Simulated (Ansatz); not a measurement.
```xyz
7

B    -0.0573   -0.2502    0.1192
O    -0.0433   -0.4199    1.4963
H    -0.9541   -0.5064    1.8329
F     1.1023   -0.1936   -0.5233
F    -1.1989   -0.2555   -0.5716
F     0.0122    2.1982    0.7106
H     0.3528    1.7497    1.4540
```

Not at a stationary point (largest force 0.7 eV/Å).

The calculation used RKS PBE-D4/def2-SVP (Ansatz 0.2.0).

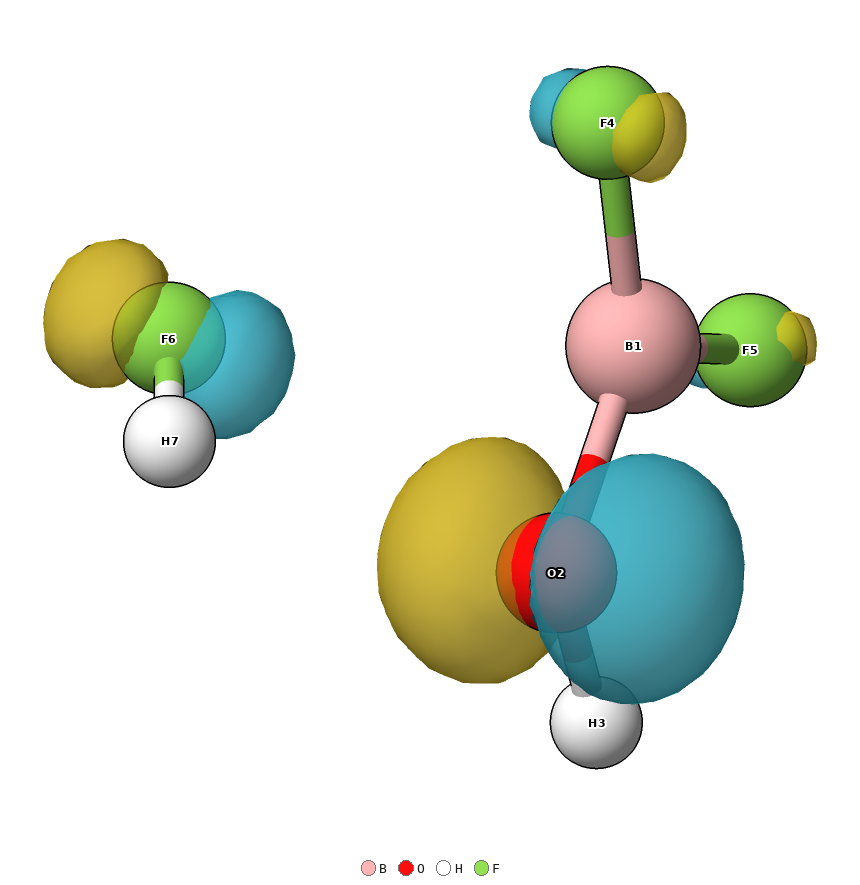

BF2HO···HF. The HOMO at ±0.3 Å⁻³ᐟ² (yellow and cyan are the two phases), seen at a tilt.

**Describe this orbital and give its energy.**

It lies mainly on O2 (about 65 %) and F6 (about 15 %). Its energy is −8.50 eV.
